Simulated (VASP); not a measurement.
# Al2O3 (Corundum): cell size against the level of theory, part 4 of 4

How close do the usual functionals, with and without dispersion, come to the cell of Al2O3 (Corundum)? LASPH is on for some levels and off for others; the table marks which. The start is a cell from a database of measured crystal structures.

VASP 6.6.1, plane waves and PAW; the level of theory is named at each step.

So far. Step 7 (Relaxation with revPBE + D3(BJ)): It ends at 8.553 Å³/atom, +0.6 % from the start, with 0.00 GPa left. The conventional cell has a = 4.771 and c = 13.014 Å. Step 8 (Relaxation with optB88-vdW): It ends at 8.674 Å³/atom, +2.0 % from the start, with 0.08 GPa left. The conventional cell has a = 4.794 and c = 13.076 Å.

## (9) Relaxation with vdW-DF-cx

This step: vdW-DF-cx; plane waves and PAW (Al, O) (VASP 6.6.1).

vdW-DF-cx takes its exchange from the same plasmon model as its correlation.

The input, INCAR:

```
SYSTEM = Al2O3
PREC = Accurate
ENCUT = 560
EDIFF = 1E-06
NELM = 100
ISMEAR = -1
SIGMA = 0.05
LREAL = .FALSE.
ALGO = Normal
GGA = CX
AGGAC = 0
LUSE_VDW = .TRUE.
LASPH = .TRUE.
NBANDS = 34
LORBIT = 11
LWAVE = .FALSE.
LCHARG = .FALSE.
KPAR = 8
IBRION = 2
NSW = 60
ISIF = 3
EDIFFG = -0.01
```

The input, POSCAR:

```
Al2O3
1.0
    2.3802500000      1.3742379782      4.3318666667
   -2.3802500000      1.3742379782      4.3318666667
    0.0000000000     -2.7484759565      4.3318666667
Al O
4 6
Direct
    0.3521600000      0.3521600000      0.3521600000
    0.1478400000      0.1478400000      0.1478400000
    0.6478400000      0.6478400000      0.6478400000
    0.8521600000      0.8521600000      0.8521600000
    0.5566800000      0.9433200000      0.2500000000
    0.2500000000      0.5566800000      0.9433200000
    0.9433200000      0.2500000000      0.5566800000
    0.4433200000      0.0566800000      0.7500000000
    0.7500000000      0.4433200000      0.0566800000
    0.0566800000      0.7500000000      0.4433200000
```

The input, KPOINTS:

```
Automatic mesh
0
Gamma
5 5 5
0 0 0
```

The projector-augmented-wave data sets are Al and O (PBE family, release 64).

On the command line:

```sh
$ mpirun -np 8 vasp_std
```

Log:

```text
[... set-up lines as in an earlier step ...]
 entering main loop
       N       E                     dE             d eps       ncg     rms          rms(c)
DAV:   1     0.257824398922E+03    0.25782E+03   -0.26601E+04  1292   0.143E+03
DAV:   2    -0.560223777105E+02   -0.31385E+03   -0.30273E+03  1656   0.303E+02
DAV:   3    -0.695695258239E+02   -0.13547E+02   -0.13501E+02  1668   0.643E+01
DAV:   4    -0.696772694089E+02   -0.10774E+00   -0.10769E+00  1576   0.661E+00
[...]
DAV:  11    -0.619860839888E+02    0.48101E-04   -0.33831E-04  1638   0.105E-01    0.285E-02
DAV:  12    -0.619860857756E+02   -0.17868E-05   -0.14471E-05  1536   0.234E-02    0.710E-03
DAV:  13    -0.619860851217E+02    0.65390E-06   -0.34978E-06  1574   0.103E-02
   1 F= -.61986085E+02 E0= -.61986085E+02  d E =-.619861E+02
[...]
2 F= -.61989254E+02 E0= -.61989254E+02  d E =-.316923E-02
[...]
3 F= -.61998298E+02 E0= -.61998298E+02  d E =-.122130E-01
[...]
4 F= -.61998509E+02 E0= -.61998509E+02  d E =-.211119E-03
[...]
5 F= -.61998511E+02 E0= -.61998511E+02  d E =-.213084E-03
[...]
6 F= -.61998531E+02 E0= -.61998531E+02  d E =-.199015E-04
 trial-energy change:   -0.000020  1 .order   -0.000020   -0.000030   -0.000010
 step:   1.3799(harm=  1.3799)  dis= 0.00077  next Energy=   -61.998534 (dE=-0.226E-04)
 reached required accuracy - stopping structural energy minimisation
```

Wall time 2.7 min (8 MPI ranks of AMD EPYC 9R45, shared host); peak memory 4.9 GiB; 21 min of CPU time.

Parts of OUTCAR (step 9):

```text
  Total        0.0027047      0.0027047     -0.0109213      0.0000000      0.0000000      0.0000000
  in kB        0.0502942      0.0502942     -0.2030833      0.0000000      0.0000000      0.0000000
  external PRESSURE =      -0.0341650 kB  Pullay stress =       0.0000000 kB

 POSITION                                       TOTAL-FORCE (eV/Angst)
 -----------------------------------------------------------------------------------
     -0.00000     -0.00000      4.59145         0.000000     -0.000000      0.003814
     -0.00000     -0.00000      1.92735         0.000000      0.000000     -0.003814
     -0.00000     -0.00000      8.44614         0.000000      0.000000     -0.003814
     -0.00000     -0.00000     11.11025         0.000000     -0.000000      0.003814
     -0.92832      1.38121      7.60526         0.001115     -0.000000      0.000000
     -0.73201     -1.49456      7.60526        -0.000558      0.000966     -0.000000
      1.66033      0.11334      7.60526        -0.000558     -0.000966      0.000000
      0.92832     -1.38121      5.43233        -0.001115     -0.000000      0.000000
      0.73201      1.49456      5.43233         0.000558     -0.000966      0.000000
     -1.66033     -0.11334      5.43233         0.000558      0.000966     -0.000000
 -----------------------------------------------------------------------------------
    total drift:                                0.000000      0.000000     -0.000000

  FREE ENERGIE OF THE ION-ELECTRON SYSTEM (eV)
  ---------------------------------------------------
  free  energy   TOTEN  =       -61.9985310918 eV

  energy  without entropy=      -61.9985310918  energy(sigma->0) =      -61.99853109

[... 2 parts as in an earlier step ...]

[... 2 further parts left out ...]
[key lines of the parts left out:]
E-fermi :   7.0308
```

It ends at 8.616 Å³/atom, +1.3 % from the start, with 0.00 GPa left. The conventional cell has a = 4.785 and c = 13.038 Å.

## (10) The cells as a table

This step: relaxed cells at several levels; plane waves and PAW (VASP 6.6.1).

No new run; the numbers come from the runs before.

Lengths are those of the conventional cell; cost is the wall time of each run, as given at its step, times its ranks, without the set-up around it; LASPH differs between rows, which moves results and costs too. Results by level, by row:

| level | volume (Å³/atom) | change from the start (%) | a (Å) | c (Å) | cost (core minutes) | LASPH |
| --- | --- | --- | --- | --- | --- | --- |
| LDA | 8.37 | -1.5 | 4.739 | 12.91 | 2.93 | off |
| PBE | 8.75 | 2.9 | 4.806 | 13.12 | 3.33 | off |
| r2SCAN | 8.48 | -0.3 | 4.756 | 12.98 | 14.5 | on |
| PBE + D3(BJ) | 8.59 | 1 | 4.778 | 13.03 | 3.6 | off |
| r2SCAN + rVV10 | 8.44 | -0.8 | 4.75 | 12.96 | 36.7 | on |
| revPBE + D3(BJ) | 8.55 | 0.6 | 4.771 | 13.01 | 2.45 | off |
| optB88-vdW | 8.67 | 2 | 4.794 | 13.08 | 24 | on |
| vdW-DF-cx | 8.62 | 1.3 | 4.785 | 13.04 | 21.6 | on |

## (11) Outcome

```json
{
  "volume, LDA": "8.370 Å³/atom",
  "volume, PBE": "8.747 Å³/atom",
  "volume, r2SCAN": "8.476 Å³/atom",
  "volume, PBE + D3(BJ)": "8.590 Å³/atom",
  "volume, r2SCAN + rVV10": "8.438 Å³/atom",
  "volume, revPBE + D3(BJ)": "8.553 Å³/atom",
  "volume, optB88-vdW": "8.674 Å³/atom",
  "volume, vdW-DF-cx": "8.616 Å³/atom"
}
```

For Al2O3 (Corundum) the levels give volumes between 8.370 Å³/atom (LDA) and 8.747 Å³/atom (PBE), a spread of 4.5 %, while the cost of the finished runs spans a factor of 15. Within 1 % of experiment on every length: LDA, PBE, r2SCAN, PBE + D3(BJ), r2SCAN + rVV10, revPBE + D3(BJ), optB88-vdW and vdW-DF-cx. The nearest, r2SCAN, took 5.9 times the core time of revPBE + D3(BJ) and lowers the largest miss from 0.24 to 0.11 %. Thermal and zero-point expansion, often some tenths of a per cent in length, bear on this order: with the measured lengths lowered by an assumed 0.4 % the nearest becomes r2SCAN + rVV10. The costs hold the number of ionic steps as well as the price of the functional. The closing table has room for seven levels; vdW-DF-cx stands in the table of levels alone. Adding D3(BJ) to PBE changes the volume by -1.8 % (a by -0.6 % and c by -0.6 %). Adding rVV10 to r2SCAN changes the volume by -0.4 % (a by -0.1 % and c by -0.2 %). Within 0.02 Å all end in space group R-3c; the runs can't lower the symmetry of the start. LASPH is on for some levels and off for others, so differences between them are not the functional's alone. Each is a single relaxation on the plane waves of the start cell, so larger changes of volume carry a basis-set error that was not tested here.

Computed beside measured:

| quantity | measured | LDA | PBE | r2SCAN | PBE + D3(BJ) | r2SCAN + rVV10 | revPBE + D3(BJ) | optB88-vdW |
| --- | --- | --- | --- | --- | --- | --- | --- | --- |
| lattice constant a (Å) | 4.75999 | 4.739 (-0.5 %) | 4.806 (+1.0 %) | 4.756 (-0.1 %) | 4.778 (+0.4 %) | 4.750 (-0.2 %) | 4.771 (+0.2 %) | 4.794 (+0.7 %) |
| lattice constant c (Å) | 12.9948 | 12.913 (-0.6 %) | 13.118 (+0.9 %) | 12.980 (-0.1 %) | 13.033 (+0.3 %) | 12.957 (-0.3 %) | 13.014 (+0.2 %) | 13.076 (+0.6 %) |

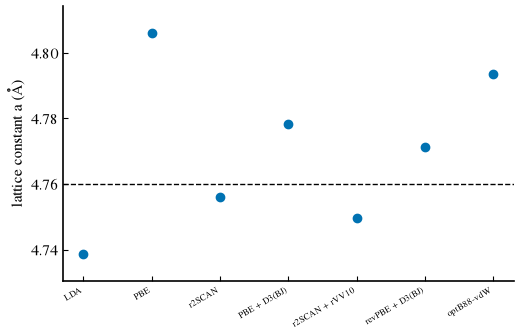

The lattice constant a by level; the dashed line is the measured value.

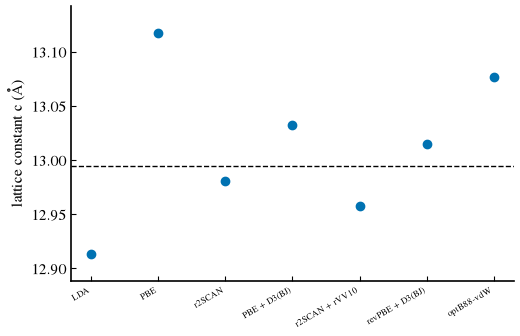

The lattice constant c by level; the dashed line is the measured value.

Measured values from pmc:4865310 (2001).

**Verdict.** For the lattice constant a, of the levels listed nearest comes r2SCAN (-0.1 %, good agreement) and farthest PBE (+1.0 %, fair agreement). For the lattice constant c, of the levels listed nearest comes r2SCAN (-0.1 %, good agreement) and farthest PBE (+0.9 %, fair agreement). The grades are ours: good and fair within 0.7 and 1.5 % for the lattice constant a and 0.8 and 2 % for the lattice constant c. For lattice constants the calculation has a static lattice, without zero-point motion or thermal expansion.

[Lines on the potential files, build, host, timing and source positions are cut from VASP's logs without a mark.]

[Logs are printed without paths, hosts, clocks, repeated set-up lines and the standing remarks that a program may print on its own settings, such as how far it seeks lower states.]

[Hosts, paths, dates, database ids (printed as entryN), source tags and the programs' standing remarks are cut or masked in the printed files.]

[A measured line is paired with the nearest computed mode of its activity, which favours agreement.]
